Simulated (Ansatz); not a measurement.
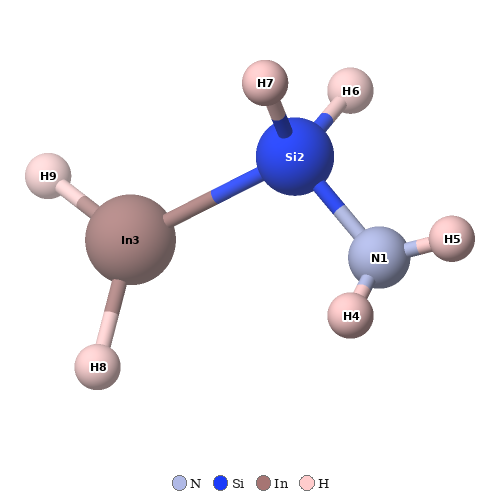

The system is H₆InNSi, SMILES N[SiH2][InH2]; the picture shows the reference structure. 
- First axis: bond length N1–Si2. Second axis: dihedral H4–N1–Si2–In3.
- Nothing is relaxed (all other coordinates rigid).
- The scan uses a 15 × 15 grid.
- Points are written as (first, second).
- Energies are in kJ/mol, from the lowest grid point.
- These are results of Ansatz 0.2.0, RKS PBE-D4/def2-SVP, not measurements.

Its coordinates:

```xyz
9

N    -0.9413    0.5773   -1.3077
Si    0.4041    0.7423   -0.1882
In    0.2696   -1.2548    1.4659
H    -1.0454   -0.3225   -1.7851
H    -1.1080    1.3373   -1.9751
H     0.2186    2.0627    0.5182
H     1.7991    0.8137   -0.7946
H    -0.5388   -2.7393    0.9816
H     0.9421   -1.2167    3.0849
```

Range: bond length N1–Si2 from 1.512 to 2.461 Å; dihedral H4–N1–Si2–In3 from −180 to 156°.

What landscape does the calculation give?

The lowest grid point is at (1.783 Å, −60°). A higher local minimum lies near (1.783 Å, 108°) (8 kJ/mol above the lowest at that grid point). The highest grid point, (2.461 Å, −180°), lies 228 kJ/mol above the lowest. On the interpolated surface the easiest way out of the lowest well to the well at about (1.77 Å, 115°) passes a barrier of about 15 kJ/mol, counted from the interpolated bottom of the well. Round the minimum the two coordinates are nearly uncoupled.

```csv
"dihedral H4–N1–Si2–In3 ↓, bond length N1–Si2 →",1.512,1.580,1.647,1.715,1.783,1.851,1.919,1.987,2.054,2.122,2.190,2.258,2.326,2.393,2.461
156,122,62,28,12,10,18,33,53,76,101,127,153,178,203,227
132,121,60,26,10,8,16,31,51,74,99,124,150,176,201,225
108,120,60,25,10,8,15,30,50,73,98,123,149,175,200,224
84,121,61,27,12,10,17,32,52,74,99,124,150,175,200,224
60,125,65,31,15,13,20,35,54,76,101,126,151,176,201,225
36,130,69,34,18,15,22,36,55,77,101,127,152,177,201,225
12,129,68,32,16,13,20,34,53,75,100,125,150,175,200,224
−12,121,60,26,9,7,15,29,49,71,96,121,147,172,197,221
−36,113,52,19,3,1,9,24,44,67,92,118,144,169,194,218
−60,111,51,17,2,0,8,23,43,66,91,117,143,168,193,217
−84,118,57,23,7,5,12,27,47,69,94,119,145,170,195,219
−108,128,66,31,15,12,19,33,52,74,98,124,149,174,198,222
−132,132,71,36,19,16,24,38,57,79,103,128,153,178,202,226
−156,129,69,34,18,16,24,38,58,80,104,130,155,180,204,228
−180,124,64,31,15,13,21,36,56,79,103,129,155,180,204,228
```

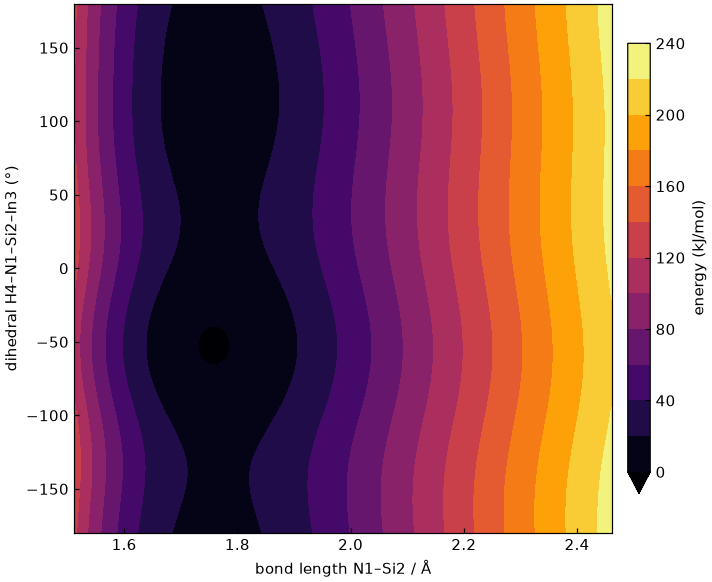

The picture shows filled contours. Between grid points the surface is interpolated.

The whole map (225 points run) took 15 min on 1 thread of Arm Neoverse V1, with other jobs on the host.
